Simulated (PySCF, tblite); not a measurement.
# C5H5ClS: a rotation path, then NMR shifts on frames

Aim: move C5H5ClS (`CC#CC(=S)CCl`) away from its starting geometry and see how NMR shifts follow the geometry.

Programs: tblite 0.8.0 and PySCF 2.14.0, with density-fitted response routines of our own. Each step states its level of theory. These are calculated values for one molecule in the gas phase, unless marked as measured. Atoms count from 0, in the outputs and in this text.

## 1. Starting geometry

12 atoms, charge 0, multiplicity 1; geometry from: GFN2-xTB.

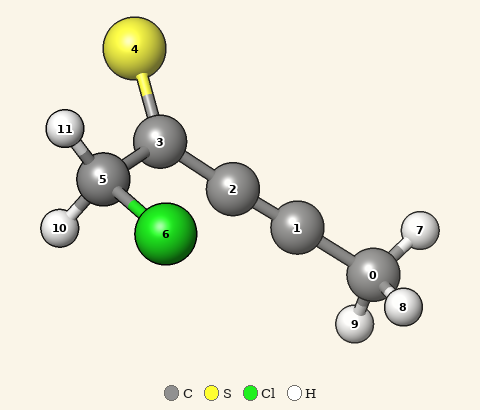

The starting geometry (carbon grey, sulfur yellow, chlorine green, hydrogen white), atoms numbered; sticks join atoms by distance.

## 2. A band between two rotamers with GFN2-xTB

The job: settings as JSON, then the geometry in Å.

```
{"job": {"kind": "neb", "xc": "GFN2-xTB", "basis": "xTB", "atoms": [2, 3, 5, 6], "turn": 120}, "charge": 0, "multiplicity": 1}
C      2.445817     0.283970     0.971252
C      1.187457     0.380402     0.285285
C      0.123432     0.440129    -0.285300
C     -1.092305     0.562965    -0.955839
S     -1.304164     1.653062    -2.159429
C     -2.204296    -0.363213    -0.575574
Cl    -2.240731    -0.670781     1.185795
H      2.991529     1.223224     0.887932
H      2.279851     0.051009     2.022897
H      3.042463    -0.512509     0.525497
H     -2.058783    -1.334043    -1.057805
H     -3.169072     0.049819    -0.870739
```

Method: GFN2-xTB climbing-image nudged elastic band, gas phase.

Launch:

```console
OMP_NUM_THREADS=1 python probes_run.py task.json out
```

The driver reads the jobs from task.json and runs them one after another.

The log of the run:

```text
image   E - E0 / eV
  0       0.0000
  1       0.0031
  2       0.0128
  3       0.0312
  4       0.0584
  5       0.0873
  6       0.1068
  7       0.1122
  8       0.1083
```

Run time: 3 s. Hardware: 1 thread of Arm Neoverse V1, shared host; peak memory 0.18 GiB.

The final band, with the dihedral C2–C3–C5–Cl6:

```
image  dihedral (°)  energy (eV)  energy (kcal/mol)
    0            38        0.000                0.0
    1            51        0.003                0.1
    2            66        0.013                0.3
    3            81        0.031                0.7
    4            96        0.058                1.3
    5           112        0.087                2.0
    6           128        0.107                2.5
    7           144        0.112                2.6
    8           160        0.108                2.5
```

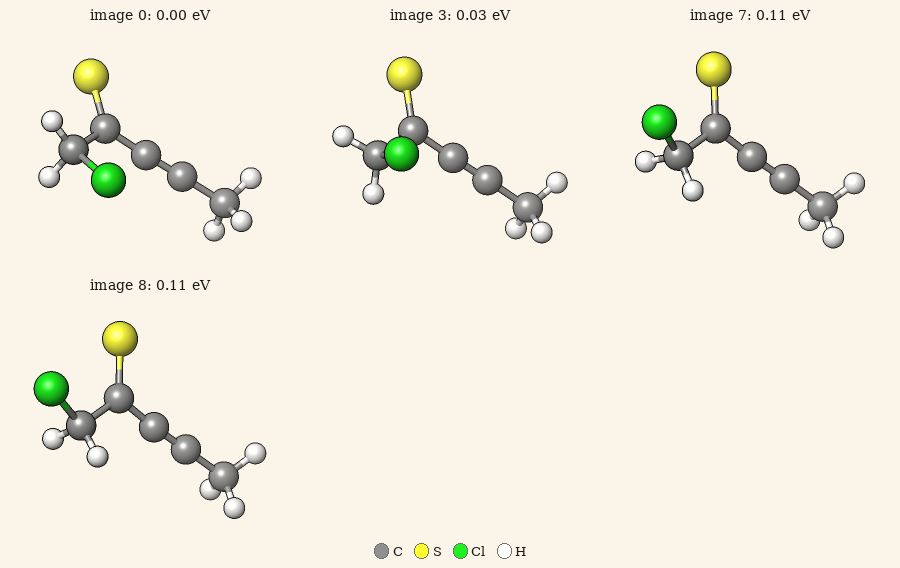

Images along the band.

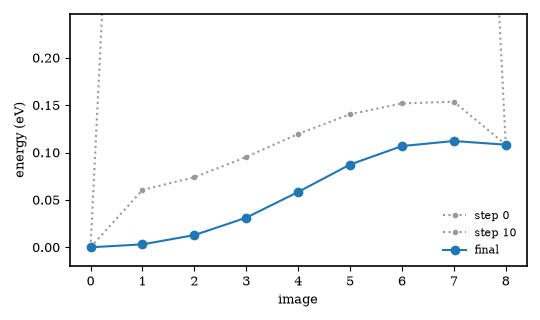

Energy along the band, early and final.

## 3. NMR shieldings: image 0, PBE0/pcSseg-1

The job: settings as JSON, then the geometry in Å.

```
{"job": {"kind": "nmr", "xc": "PBE0", "basis": "pcSseg-1", "pop": false}, "charge": 0, "multiplicity": 1}
C      2.445800     0.284000     0.971300
C      1.187500     0.380400     0.285300
C      0.123400     0.440100    -0.285300
C     -1.092300     0.563000    -0.955800
S     -1.304200     1.653100    -2.159400
C     -2.204300    -0.363200    -0.575600
Cl    -2.240700    -0.670800     1.185800
H      2.991500     1.223200     0.887900
H      2.279900     0.051000     2.022900
H      3.042500    -0.512500     0.525500
H     -2.058800    -1.334000    -1.057800
H     -3.169100     0.049800    -0.870700
```

Method: GIAO PBE0/pcSseg-1 NMR shielding, non-relativistic, gas phase.

The log of the run:

```text
coarse grid: 11784 points
cycle   1  E = -1051.1720974662  dE =  9.754e-01  |g| = 4.039e-01  |ddm| = 3.820e+00
cycle   2  E = -1051.1113382786  dE =  6.076e-02  |g| = 6.422e-01  |ddm| = 1.410e+00
cycle   3  E = -1051.2134041281  dE = -1.021e-01  |g| = 1.425e-01  |ddm| = 1.045e+00
cycle   4  E = -1051.2184548181  dE = -5.051e-03  |g| = 5.621e-02  |ddm| = 2.619e-01
cycle   5  E = -1051.2192199049  dE = -7.651e-04  |g| = 1.991e-02  |ddm| = 7.677e-02
cycle   6  E = -1051.2192983034  dE = -7.840e-05  |g| = 8.006e-03  |ddm| = 2.471e-02
cycle   7  E = -1051.2193168440  dE = -1.854e-05  |g| = 2.141e-03  |ddm| = 1.167e-02
cycle   8  E = -1051.2193180365  dE = -1.193e-06  |g| = 4.053e-04  |ddm| = 2.685e-03
final grid: 106392 points
cycle   9  E = -1051.2634163349  dE = -1.613e-05  |g| = 9.725e-03  |ddm| = 6.850e-02
cycle  10  E = -1051.2633453584  dE =  7.098e-05  |g| = 1.796e-02  |ddm| = 3.546e-02
cycle  11  E = -1051.2634401264  dE = -9.477e-05  |g| = 2.386e-03  |ddm| = 2.775e-02
cycle  12  E = -1051.2634415886  dE = -1.462e-06  |g| = 4.788e-04  |ddm| = 3.159e-03
cycle  13  E = -1051.2634416278  dE = -3.923e-08  |g| = 2.722e-04  |ddm| = 5.678e-04
cycle  14  E = -1051.2634416458  dE = -1.798e-08  |g| = 4.259e-05  |ddm| = 2.373e-04
cycle  15  E = -1051.2634416461  dE = -3.583e-10  |g| = 1.849e-05  |ddm| = 7.291e-05
converged SCF energy = -1051.2634416461

GIAO shielding tensors (ppm)
atom      isotropic    diamagn.    paramagn.     s11        s22        s33       span
  0 C      179.548     254.417     -74.869    172.799    174.697    191.150     18.351
  1 C       60.378     265.469    -205.091     -3.275     25.493    158.915    162.191
  2 C       92.618     251.085    -158.467      0.449      8.182    269.224    268.776
  3 C      -50.858     261.052    -311.910   -218.262    -67.971    133.660    351.922
  4 S     -622.608    1055.757   -1678.365  -1982.141   -508.039    622.355   2604.496
  5 C      124.166     246.997    -122.831    105.458    122.400    144.639     39.181
  6 Cl     820.212    1146.864    -326.653    616.920    775.047   1068.668    451.748
  7 H       29.039      27.413       1.626     24.154     27.405     35.558     11.404
  8 H       29.241      29.353      -0.112     24.032     27.878     35.812     11.780
  9 H       29.234      28.838       0.396     24.646     27.128     35.929     11.283
 10 H       27.129      28.227      -1.098     22.997     26.104     32.287      9.290
 11 H       27.083      29.313      -2.229     21.074     26.823     33.353     12.279
```

Run time: 24 s. Hardware: 1 thread of Arm Neoverse V1, shared host; peak memory 0.84 GiB.

The references, computed at this level on geometries of the same kind, shield at (ppm): 1H TMS 31.72, 13C TMS 186.9, 33S CS2 504, 35Cl HCl 950. Their shielding less the atom's gives the shift. The references are single molecules in the gas phase. Each atom is listed at this fixed geometry, with no averaging over motion; a spectrum would average atoms that exchange fast.

```
atoms                              environment  σ (ppm)  δ (ppm)
   C3                      thiocarbonyl carbon    -50.9    237.8
   C1                            alkyne carbon     60.4    126.5
   C2                            alkyne carbon     92.6     94.3
   C5                     sp3 CH2 bonded to Cl    124.2     62.8
   C0                propargylic methyl carbon    179.5      7.4
  H11      hydrogen on an sp3 CH2 bonded to Cl    27.08     4.63
  H10      hydrogen on an sp3 CH2 bonded to Cl    27.13     4.59
   H7  hydrogen on a propargylic methyl carbon    29.04     2.68
   H9  hydrogen on a propargylic methyl carbon    29.23     2.48
   H8  hydrogen on a propargylic methyl carbon    29.24     2.48
   S4                            thione sulfur     -623     1126
  Cl6                     chlorine bonded to C      820      130
```

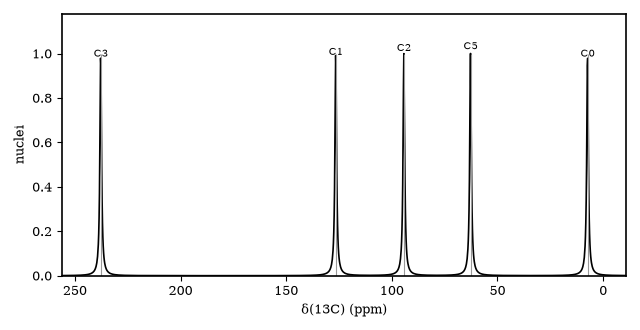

13C lines at the computed shifts, without couplings. Lines are broadened to a width of 0.92 ppm (Lorentzian).

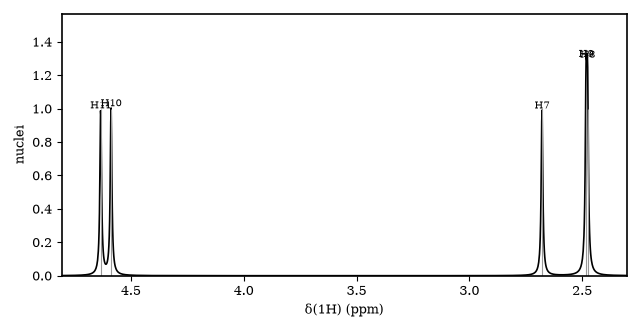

1H lines at the computed shifts, without couplings. Lines are broadened to a width of 0.01 ppm (Lorentzian).

Orbitals, density, ELF and potential are computed afterwards from the orbital file.

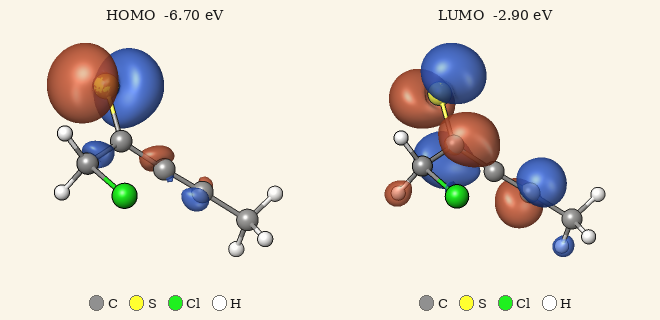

Frontier orbitals at PBE0/pcSseg-1; each surface holds 70 % of the orbital's density, blue and red mark the sign.

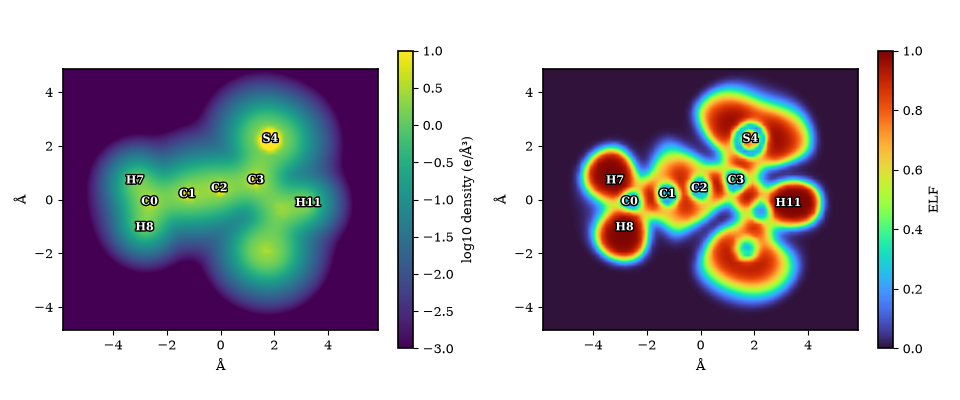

Density (left) and ELF (right) in a plane through or near 8 of the atoms.

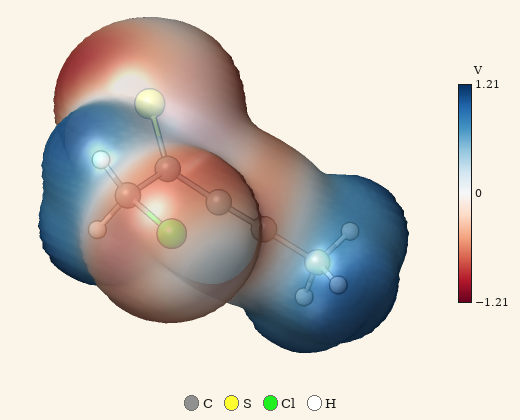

The potential that a unit positive charge feels on the 0.002 e/bohr³ surface, from -1.05 V near S4 to 1.21 V near H9.

## 4. Shielding tensors: image 3, PBE0/pcSseg-1

The job: settings as JSON, then the geometry in Å.

```
{"job": {"kind": "nmr", "xc": "PBE0", "basis": "pcSseg-1", "pop": false}, "charge": 0, "multiplicity": 1}
C      2.507300     0.232200     0.883200
C      1.203300     0.374800     0.296500
C      0.103500     0.473500    -0.194900
C     -1.130800     0.618200    -0.829500
S     -1.430400     1.879700    -1.829700
C     -2.162600    -0.436200    -0.580800
Cl    -2.981600    -0.112800     0.987000
H      2.994500     1.204100     0.951700
H      2.424300    -0.208200     1.876400
H      3.116800    -0.422600     0.259200
H     -1.710100    -1.424700    -0.495300
H     -2.933000    -0.414000    -1.349800
```

Method: GIAO PBE0/pcSseg-1 NMR shielding, non-relativistic, gas phase.

The log of the run:

```text
coarse grid: 11784 points
cycle   1  E = -1051.1728717578  dE =  9.628e-01  |g| = 3.987e-01  |ddm| = 3.805e+00
cycle   2  E = -1051.1132512010  dE =  5.962e-02  |g| = 6.333e-01  |ddm| = 1.419e+00
cycle   3  E = -1051.2132045775  dE = -9.995e-02  |g| = 1.413e-01  |ddm| = 1.049e+00
cycle   4  E = -1051.2182514881  dE = -5.047e-03  |g| = 5.407e-02  |ddm| = 2.574e-01
cycle   5  E = -1051.2189797258  dE = -7.282e-04  |g| = 1.899e-02  |ddm| = 7.643e-02
cycle   6  E = -1051.2190502910  dE = -7.057e-05  |g| = 7.631e-03  |ddm| = 2.304e-02
cycle   7  E = -1051.2190667613  dE = -1.647e-05  |g| = 2.164e-03  |ddm| = 1.033e-02
cycle   8  E = -1051.2190679791  dE = -1.218e-06  |g| = 3.864e-04  |ddm| = 2.659e-03
final grid: 106392 points
cycle   9  E = -1051.2626572580  dE = -1.547e-05  |g| = 9.808e-03  |ddm| = 6.496e-02
cycle  10  E = -1051.2625831595  dE =  7.410e-05  |g| = 1.828e-02  |ddm| = 3.596e-02
cycle  11  E = -1051.2626815347  dE = -9.838e-05  |g| = 2.395e-03  |ddm| = 2.848e-02
cycle  12  E = -1051.2626830175  dE = -1.483e-06  |g| = 4.569e-04  |ddm| = 3.148e-03
cycle  13  E = -1051.2626830525  dE = -3.504e-08  |g| = 2.688e-04  |ddm| = 5.509e-04
cycle  14  E = -1051.2626830701  dE = -1.752e-08  |g| = 4.205e-05  |ddm| = 2.293e-04
cycle  15  E = -1051.2626830704  dE = -3.497e-10  |g| = 1.742e-05  |ddm| = 7.185e-05
converged SCF energy = -1051.2626830704

GIAO shielding tensors (ppm)
atom      isotropic    diamagn.    paramagn.     s11        s22        s33       span
  0 C      179.841     254.282     -74.442    172.805    175.019    191.698     18.893
  1 C       66.849     265.053    -198.203     -4.049     32.354    172.243    176.292
  2 C       91.025     252.259    -161.234     -0.894      3.943    270.026    270.919
  3 C      -51.423     260.199    -311.622   -225.405    -73.058    144.194    369.600
  4 S     -745.507    1055.778   -1801.286  -2277.622   -552.622    593.722   2871.344
  5 C      127.383     246.053    -118.669    115.962    127.728    138.459     22.497
  6 Cl     768.390    1145.803    -377.413    535.306    702.543   1067.321    532.015
  7 H       29.052      27.423       1.629     24.205     27.489     35.463     11.258
  8 H       29.358      29.295       0.064     24.180     27.687     36.208     12.028
  9 H       29.240      28.638       0.602     24.639     27.232     35.849     11.210
 10 H       27.065      28.534      -1.469     24.506     25.297     31.392      6.886
 11 H       27.386      29.405      -2.019     23.558     25.886     32.713      9.155
```

It took 17 s on 1 thread of Arm Neoverse V1, shared host; peak memory 0.75 GiB.

In short: δ C3 238.3, C1 120.1, C2 95.9, C5 59.5, H10 4.65, H11 4.33 ppm.

## 5. NMR shieldings: image 7, PBE0/pcSseg-1

The job: settings as JSON, then the geometry in Å.

```
{"job": {"kind": "nmr", "xc": "PBE0", "basis": "pcSseg-1", "pop": false}, "charge": 0, "multiplicity": 1}
C      2.592200     0.178300     0.740200
C      1.243200     0.354600     0.274700
C      0.108900     0.474800    -0.124500
C     -1.185600     0.697400    -0.603100
S     -1.580200     2.108000    -1.328200
C     -2.150100    -0.443100    -0.444300
Cl    -3.805100     0.115200    -0.074200
H      3.040700     1.146200     0.961500
H      2.605300    -0.443900     1.634700
H      3.180300    -0.310600    -0.037000
H     -1.835900    -1.113500     0.357200
H     -2.212700    -0.999400    -1.383100
```

Level: GIAO PBE0/pcSseg-1 NMR shielding, non-relativistic, gas phase.

The log of the run:

```text
coarse grid: 11784 points
cycle   1  E = -1051.1634660037  dE =  9.802e-01  |g| = 4.153e-01  |ddm| = 3.807e+00
cycle   2  E = -1051.0753897460  dE =  8.808e-02  |g| = 7.172e-01  |ddm| = 1.585e+00
cycle   3  E = -1051.2098050901  dE = -1.344e-01  |g| = 1.424e-01  |ddm| = 1.190e+00
cycle   4  E = -1051.2149497060  dE = -5.145e-03  |g| = 5.322e-02  |ddm| = 2.535e-01
cycle   5  E = -1051.2156493199  dE = -6.996e-04  |g| = 2.054e-02  |ddm| = 7.837e-02
cycle   6  E = -1051.2157343116  dE = -8.499e-05  |g| = 7.651e-03  |ddm| = 2.377e-02
cycle   7  E = -1051.2157506880  dE = -1.638e-05  |g| = 2.224e-03  |ddm| = 1.048e-02
cycle   8  E = -1051.2157519631  dE = -1.275e-06  |g| = 3.624e-04  |ddm| = 2.999e-03
final grid: 106392 points
cycle   9  E = -1051.2598196902  dE = -1.628e-05  |g| = 9.692e-03  |ddm| = 6.918e-02
cycle  10  E = -1051.2597454748  dE =  7.422e-05  |g| = 1.823e-02  |ddm| = 3.684e-02
cycle  11  E = -1051.2598432841  dE = -9.781e-05  |g| = 2.431e-03  |ddm| = 2.873e-02
cycle  12  E = -1051.2598448013  dE = -1.517e-06  |g| = 4.838e-04  |ddm| = 3.251e-03
cycle  13  E = -1051.2598448439  dE = -4.263e-08  |g| = 2.650e-04  |ddm| = 5.544e-04
cycle  14  E = -1051.2598448610  dE = -1.702e-08  |g| = 4.229e-05  |ddm| = 2.407e-04
cycle  15  E = -1051.2598448613  dE = -3.790e-10  |g| = 1.563e-05  |ddm| = 6.658e-05
converged SCF energy = -1051.2598448613

GIAO shielding tensors (ppm)
atom      isotropic    diamagn.    paramagn.     s11        s22        s33       span
  0 C      179.776     254.321     -74.545    172.939    174.928    191.461     18.522
  1 C       65.276     265.434    -200.158     -4.903     34.102    166.628    171.531
  2 C       92.902     251.422    -158.519      0.241      3.531    274.936    274.695
  3 C      -50.347     262.183    -312.530   -225.584    -60.867    135.411    360.995
  4 S     -740.500    1055.681   -1796.180  -2363.940   -577.314    719.755   3083.695
  5 C      124.513     244.988    -120.475    103.363    120.266    149.912     46.549
  6 Cl     782.959    1144.528    -361.569    549.871    724.269   1074.736    524.865
  7 H       29.040      27.497       1.544     24.218     27.545     35.358     11.139
  8 H       29.411      29.339       0.072     24.266     27.608     36.358     12.092
  9 H       29.231      28.740       0.490     24.620     27.245     35.827     11.208
 10 H       26.774      28.473      -1.699     20.978     25.944     33.399     12.421
 11 H       27.250      27.347      -0.097     22.428     26.651     32.671     10.243
```

It took 17 s on 1 thread of Arm Neoverse V1, shared host; peak memory 0.75 GiB.

In short: δ C3 237.3, C1 121.6, C2 94.0, C5 62.4, H10 4.94, H11 4.47 ppm.

## 6. Nuclear shieldings: image 8, PBE0/pcSseg-1

The job: settings as JSON, then the geometry in Å.

```
{"job": {"kind": "nmr", "xc": "PBE0", "basis": "pcSseg-1", "pop": false}, "charge": 0, "multiplicity": 1}
C      2.604500     0.164500     0.697300
C      1.246900     0.337500     0.255800
C      0.102500     0.466400    -0.110100
C     -1.203700     0.720100    -0.543500
S     -1.604700     2.173600    -1.169700
C     -2.157000    -0.432400    -0.412600
Cl    -3.866100     0.068800    -0.412800
H      3.044100     1.133600     0.930800
H      2.635800    -0.470200     1.582500
H      3.188400    -0.305900    -0.093900
H     -1.968300    -0.982700     0.511600
H     -2.021300    -1.109200    -1.261400
```

With the program's defaults for keys left out, this is: GIAO PBE0/pcSseg-1 NMR shielding, non-relativistic, gas phase.

The log of the run:

```text
coarse grid: 11784 points
cycle   1  E = -1051.1632091183  dE =  9.863e-01  |g| = 4.187e-01  |ddm| = 3.810e+00
cycle   2  E = -1051.0726064965  dE =  9.060e-02  |g| = 7.261e-01  |ddm| = 1.634e+00
cycle   3  E = -1051.2104853926  dE = -1.379e-01  |g| = 1.432e-01  |ddm| = 1.219e+00
cycle   4  E = -1051.2156350634  dE = -5.150e-03  |g| = 5.387e-02  |ddm| = 2.491e-01
cycle   5  E = -1051.2163063784  dE = -6.713e-04  |g| = 2.283e-02  |ddm| = 7.622e-02
cycle   6  E = -1051.2164178609  dE = -1.115e-04  |g| = 7.543e-03  |ddm| = 2.561e-02
cycle   7  E = -1051.2164342099  dE = -1.635e-05  |g| = 2.092e-03  |ddm| = 1.075e-02
cycle   8  E = -1051.2164353207  dE = -1.111e-06  |g| = 3.455e-04  |ddm| = 3.004e-03
final grid: 106392 points
cycle   9  E = -1051.2607989232  dE = -1.724e-05  |g| = 9.591e-03  |ddm| = 6.657e-02
cycle  10  E = -1051.2607287423  dE =  7.018e-05  |g| = 1.785e-02  |ddm| = 3.575e-02
cycle  11  E = -1051.2608218006  dE = -9.306e-05  |g| = 2.450e-03  |ddm| = 2.825e-02
cycle  12  E = -1051.2608233244  dE = -1.524e-06  |g| = 5.264e-04  |ddm| = 3.335e-03
cycle  13  E = -1051.2608233786  dE = -5.413e-08  |g| = 2.640e-04  |ddm| = 5.822e-04
cycle  14  E = -1051.2608233954  dE = -1.684e-08  |g| = 4.123e-05  |ddm| = 2.364e-04
cycle  15  E = -1051.2608233958  dE = -3.522e-10  |g| = 1.519e-05  |ddm| = 7.034e-05
converged SCF energy = -1051.2608233958

GIAO shielding tensors (ppm)
atom      isotropic    diamagn.    paramagn.     s11        s22        s33       span
  0 C      179.959     254.342     -74.383    173.195    174.749    191.933     18.739
  1 C       66.952     265.619    -198.668     -4.209     30.706    174.358    178.567
  2 C       94.866     251.510    -156.644      2.513      5.590    276.494    273.980
  3 C      -45.479     262.477    -307.956   -220.308    -49.405    133.277    353.585
  4 S     -720.185    1055.731   -1775.916  -2310.909   -555.496    705.849   3016.759
  5 C      120.251     244.664    -124.412     96.678    112.144    151.931     55.254
  6 Cl     819.652    1144.409    -324.757    653.791    753.489   1051.677    397.886
  7 H       29.049      27.606       1.443     24.171     27.602     35.374     11.203
  8 H       29.431      29.376       0.055     24.275     27.623     36.396     12.121
  9 H       29.275      28.707       0.568     24.655     27.251     35.919     11.265
 10 H       26.715      28.099      -1.384     20.498     26.384     33.263     12.764
 11 H       27.047      27.295      -0.248     21.509     27.055     32.577     11.068
```

Run time: 17 s. Hardware: 1 thread of Arm Neoverse V1, shared host; peak memory 0.75 GiB.

In short: δ C3 232.4, C1 120.0, C2 92.1, C5 66.7, H10 5.00, H11 4.67 ppm.

## 7. Run by run: NMR shifts

Shifts (ppm) of some atoms, chosen among heavy atoms and hydrogens apart, with basis size and wall time:

```
  frame     C3     C1    C5   H11   H10    S4  Cl6  functions  time
image 0  237.8  126.5  62.8  4.63  4.59  1126  130        158  24 s
image 3  238.3  120.1  59.5  4.33  4.65  1249  181        158  17 s
image 7  237.3  121.6  62.4  4.47  4.94  1244  167        158  17 s
image 8  232.4  120.0  66.7  4.67  5.00  1224  130        158  17 s
```

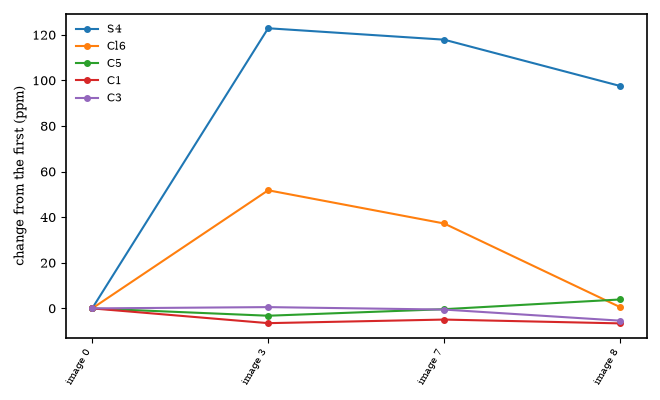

How five of the tabulated atoms move from run to run.

## 8. What came out

| quantity | value |
| --- | --- |
| barrier | 0.112 eV (2.6 kcal/mol) at image 7 |
| end to end (GFN2-xTB) | 0.108 eV |
| 13C shifts against TMS (PBE0/pcSseg-1, image 0) | 237.8, 126.5, 94.3, 62.8, 7.4 ppm |
| 1H shifts against TMS (PBE0/pcSseg-1, image 0) | 4.63, 4.59, 2.68, 2.48, 2.48 ppm |
| 33S shifts against CS2 (PBE0/pcSseg-1, image 0) | 1126 ppm |
| 35Cl shifts against HCl (PBE0/pcSseg-1, image 0) | 130 ppm |
| surface potential, least and greatest | -1.05 V and 1.21 V |
| range of the shift of S4 | 1126 to 1249 ppm |

In words: Along the band the dihedral turns by 122°, and the top (dihedral 144°) lies 2.6 kcal/mol above the start (GFN2-xTB, rough), so at room temperature this motion is fast. The top was not checked by a frequency run. Shifts at one fixed geometry are not the observed spectrum, which averages over the motion. In the first frame run (image 0): Shielding is most anisotropic at S4 (span 2604 ppm, paramagnetic term -1678 ppm). By nearest atom (PBE0/pcSseg-1), the HOMO sits on S4 82 % and the LUMO on S4 37 %; C3 31 %. Across the 4 runs the shift of S4 moves most, between 1126 (image 0) and 1249 ppm (image 3).
